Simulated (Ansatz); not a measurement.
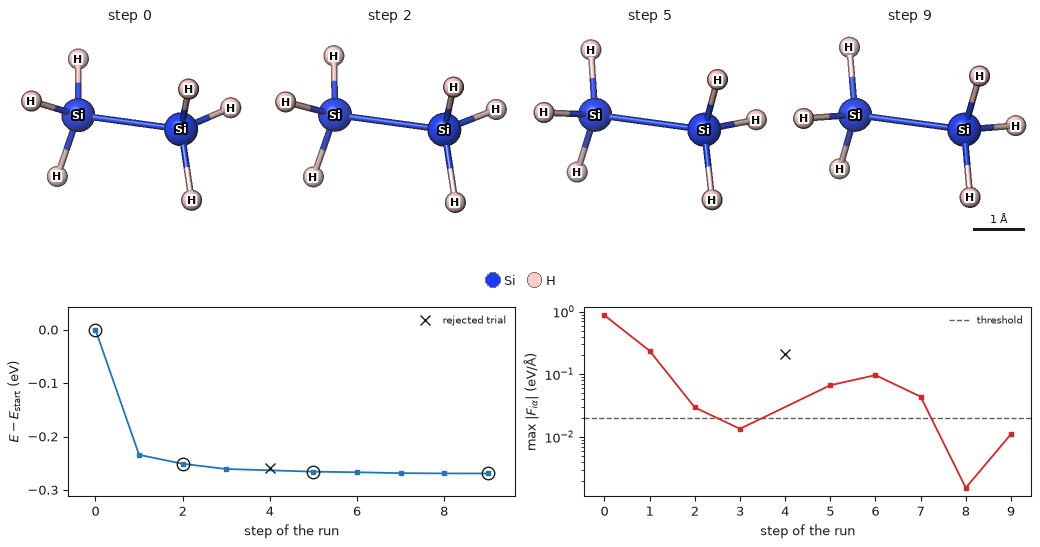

Frames of a relaxation of Si2H6, marked on the history of the run. The picture is a ball-and-stick view, seen at a tilt.

The run prepares the start of a later molecular dynamics calculation, from a guessed geometry.

Theory: RKS PBE/def2-SVP in Ansatz 0.2.0. (no spin polarisation; force threshold 0.02 eV/Å; at most 40 steps)

**Describe the path.**

The largest moves after the best rigid fit, 0.38 Å, are those of H atoms. Largest moves by element: H 0.38 Å, Si 0.07 Å. Some distances before and after: Si–Si 2.220 → 2.354 Å, H–Si 1.459 → 1.506 Å. Groups turn about Si–Si by about 30°. After 8 accepted moves (9 points after the start) the energy has fallen by 0.269 eV. The largest force component goes from 0.87 to 0.011 eV/Å. The line search rejected the trial step at point 4 of the run. The forces were under the threshold at step 3, but the run went on from there. Cost: 5.3 s on 1 thread of AMD EPYC 9R45 96-Core Processor (Zen 5), with other jobs on the host, peak memory 0.13 GiB. From step 0 to 2: H atoms move most (0.12 Å), energy −0.251 eV. From step 2 to 5: H atoms move most (0.21 Å), energy −0.015 eV. From step 5 to 9: H atoms move most (0.12 Å), energy −0.003 eV.

```json
{"step": "0", "E − E(0), eV": "0.0000", "largest force component, eV/Å": "0.8741", "note": ""}
{"step": "1", "E − E(0), eV": "-0.2342", "largest force component, eV/Å": "0.2366", "note": ""}
{"step": "2", "E − E(0), eV": "-0.2510", "largest force component, eV/Å": "0.0296", "note": ""}
{"step": "3", "E − E(0), eV": "-0.2607", "largest force component, eV/Å": "0.0135", "note": ""}
{"step": "4", "E − E(0), eV": "-0.2594", "largest force component, eV/Å": "0.2121", "note": "rejected"}
{"step": "5", "E − E(0), eV": "-0.2657", "largest force component, eV/Å": "0.0669", "note": ""}
{"step": "6", "E − E(0), eV": "-0.2669", "largest force component, eV/Å": "0.0970", "note": ""}
{"step": "7", "E − E(0), eV": "-0.2685", "largest force component, eV/Å": "0.0440", "note": ""}
{"step": "8", "E − E(0), eV": "-0.2690", "largest force component, eV/Å": "0.0015", "note": ""}
{"step": "9", "E − E(0), eV": "-0.2691", "largest force component, eV/Å": "0.0111", "note": ""}
```
